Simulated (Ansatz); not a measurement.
# Calculations on C$_{2}$H$_{2}$Te

## 1. Relaxation

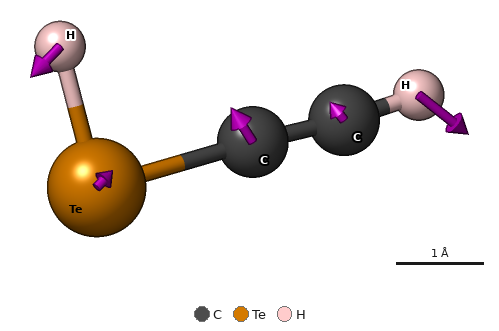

This is a relaxation of C2H2Te. The starting structure is drawn; purple arrows show the displacements, magnified 10 times. The two geometries are superimposed by the best rigid fit.

Style: ball-and-stick. Shown from a free direction.

The run prepares an end point of a later path (hydrogen shift) calculation, from a guessed geometry.

These are results of Ansatz 0.2.0, UKS PBE0-D4/def2-mTZVP, not measurements. Set-up: collinear spin; force threshold 0.02 eV/Å; at most 50 steps.

**Atoms of which element are displaced furthest, and by how much?**

Hydrogen: up to 0.080 Å, against 0.051 Å for carbon.

**What happened in the run?**

An H atom moves most after the best rigid fit: 0.080 Å. Largest moves by element: H 0.080 Å, C 0.051 Å, Te 0.030 Å. Among the contacts that change: C–H 1.001 → 1.065 Å, C–Te 2.075 → 2.030 Å, H–Te 1.707 → 1.671 Å, C–C 1.198 → 1.205 Å. Bond angles that change, for instance: C–C–H 175.3° → 179.1°. The energy falls by 12.6 kJ/mol in 6 geometry steps. The largest force component goes from 2.3 to 0.0075 eV/Å. Cost: 17 s on 2 threads of Arm Neoverse V1, with other jobs on the host, peak memory 0.2 GiB.

## 2. Relaxation

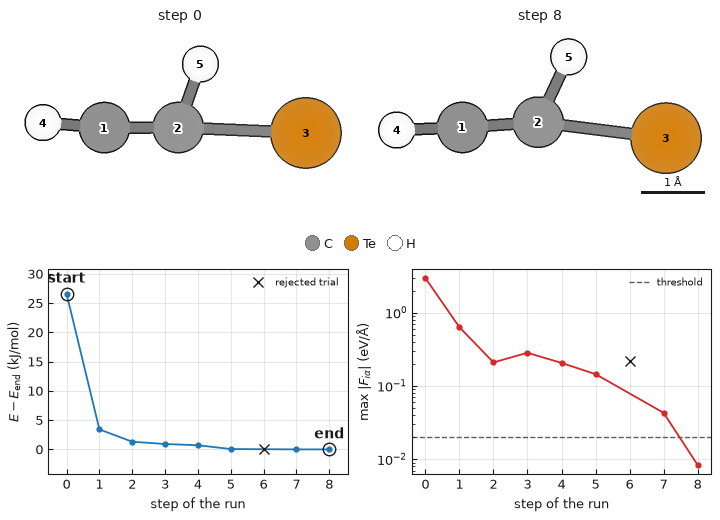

First and last geometry of a relaxation of C$_{2}$H$_{2}$Te, with the history of the run. The picture is a ball-and-stick view, seen at a tilt.

The run prepares an end point of a later path (hydrogen shift) calculation, from a guessed geometry.

These are results of UKS PBE0-D4/def2-mTZVP in Ansatz, not measurements.

Input
```yaml
crystal:
  periodic: [false, false, false]
  atoms:
    - { symbol: C, position_ang: [-0.7289, -1.1433, 0.4016] }
    - { symbol: C, position_ang: [0.1143, -0.3466, 0.1033] }
    - { symbol: Te, position_ang: [1.638, 0.9674, -0.4053] }
    - { symbol: H, position_ang: [-1.4895, -1.7502, 0.6369] }
    - { symbol: H, position_ang: [-0.37432, 0.60671, -0.09808] }
magnetization:
  spin_polarized: true
basis:
  gaussian: { orbitals: def2-mTZVP }
hamiltonian:
  xc: pbe0
  dispersion: d4
relax:
  f_tol: 0.02
  max_steps: 50
```

Launched with:
```bash
ansatz run input.yaml --threads 2 --pin off --max-ram 3072MiB --backend cpu --events-out ev --progress --plain --runs-dir out
```

What do the curves and the structures tell?

Answer. It converged. Over 7 accepted moves (8 points after the start) the energy falls by 26.6 kJ/mol. The largest force component goes from 3 to 0.0083 eV/Å. The line search rejected the trial step at point 6 of the run. H5 moves most after the best rigid fit: 0.18 Å. Largest moves by element: H 0.18 Å, C 0.09 Å, Te 0.08 Å. Near-neighbour distances that change, for instance: C2–H5 1.090 → 1.167 Å, C1–H4 1.001 → 1.066 Å, C1–C2 1.198 → 1.232 Å, C2–Te3 2.075 → 2.095 Å. Among the angles between lasting bonds that change: C1–C2–H5 108.2° → 117.9°, C1–C2–Te3 177.5° → 168.9°, C2–C1–H4 175.3° → 178.3°. Cost: 46 s on 2 threads of Arm Neoverse V1, with other jobs on the host, peak memory 0.25 GiB.

```json
{"step": "0", "E − E(0), kJ/mol": "0.00", "largest force component, eV/Å": "2.9534", "note": ""}
{"step": "1", "E − E(0), kJ/mol": "-23.20", "largest force component, eV/Å": "0.6312", "note": ""}
{"step": "2", "E − E(0), kJ/mol": "-25.31", "largest force component, eV/Å": "0.2089", "note": ""}
{"step": "3", "E − E(0), kJ/mol": "-25.70", "largest force component, eV/Å": "0.2831", "note": ""}
{"step": "4", "E − E(0), kJ/mol": "-25.91", "largest force component, eV/Å": "0.2055", "note": ""}
{"step": "5", "E − E(0), kJ/mol": "-26.56", "largest force component, eV/Å": "0.1447", "note": ""}
{"step": "6", "E − E(0), kJ/mol": "-26.54", "largest force component, eV/Å": "0.2192", "note": "rejected"}
{"step": "7", "E − E(0), kJ/mol": "-26.62", "largest force component, eV/Å": "0.0429", "note": ""}
{"step": "8", "E − E(0), kJ/mol": "-26.62", "largest force component, eV/Å": "0.0083", "note": ""}
```

## 3. Path

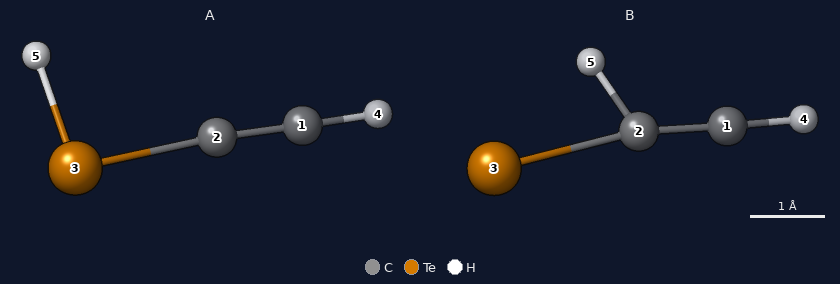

The two relaxed end points of a path for C2H2Te. A ball-and-stick model, seen from a free direction.

Method: UKS PBE0-D4/def2-mTZVP (Ansatz).

Settings: 7 movable images; climbing image; force threshold 0.03 eV/Å; iteration limit 50.

Start:
```xyz
5

C    -0.7373   -1.1169    0.3940
C     0.0960   -0.3025    0.0859
Te    1.6092    0.9610   -0.4007
H    -1.4858   -1.8257    0.6631
H     0.5677    2.2104   -0.7836
```

End:
```xyz
5

C    -0.6556   -0.7812    0.2771
C     0.2348    0.0136   -0.0266
Te    2.0005    1.0597   -0.4493
H    -1.4480   -1.4470    0.5333
H    -0.0819    1.0811   -0.3759
```

Question: What barrier does the band find between them, and by what path?

Answer: The energy climbs by 1.41 eV to image 7 and then falls by 0.05 eV, so the end point sits at +1.37 eV. Forming: C2–H5 (2.70 → 1.36 at the top → 1.17 Å). The band converged in 13 iterations, with a climbing image at the top. At the top, the vibrational analysis gives one imaginary mode (864i cm⁻¹), as a transition state must have.

Energies of the converged images:

```csv
image,path (Å),E (eV)
0,0.00,0.000
1,0.23,0.020
2,0.46,0.081
3,0.69,0.195
4,0.92,0.422
5,1.15,0.797
6,1.38,1.223
7,1.61,1.413
8,1.87,1.367
```

The geometry at the top of the path:

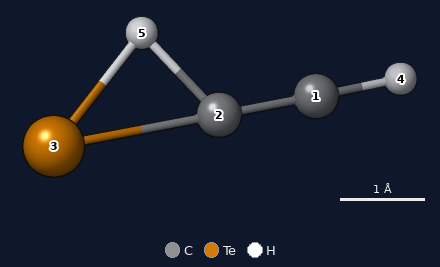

Cost: 3.5 min on 2 threads of Arm Neoverse V1, on a shared host, peak memory 0.22 GiB.
